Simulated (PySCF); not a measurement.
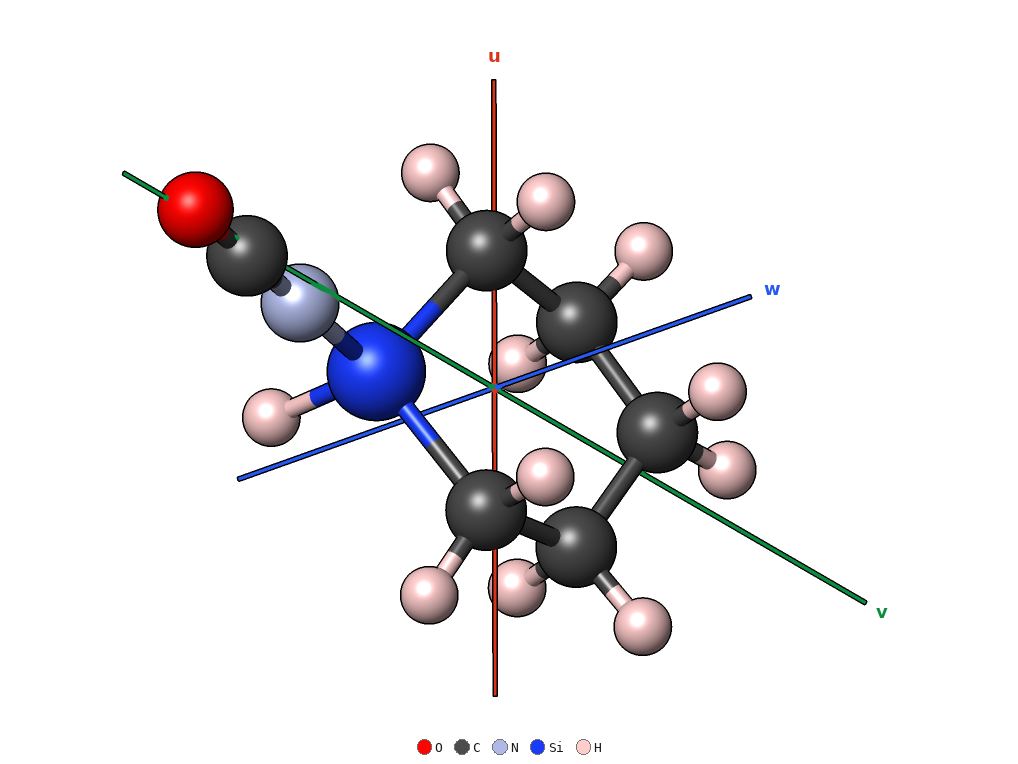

The lines u, v and w are the principal axes of the static dipole polarisability. Computed geometry: PBE0-D3(BJ)/def2-SVP optimisation. No frequency run is at hand to confirm it as a minimum. Method: B3LYP/def2-SVPD (PySCF 2.14.0).

> Along which axis is the molecule most polarisable, and along which least?

Most along v, least along w.

> Give the three principal values.

u 93.3, v 135.4, w 85.2 bohr³; mean 104.6, anisotropy 46.6 bohr³.
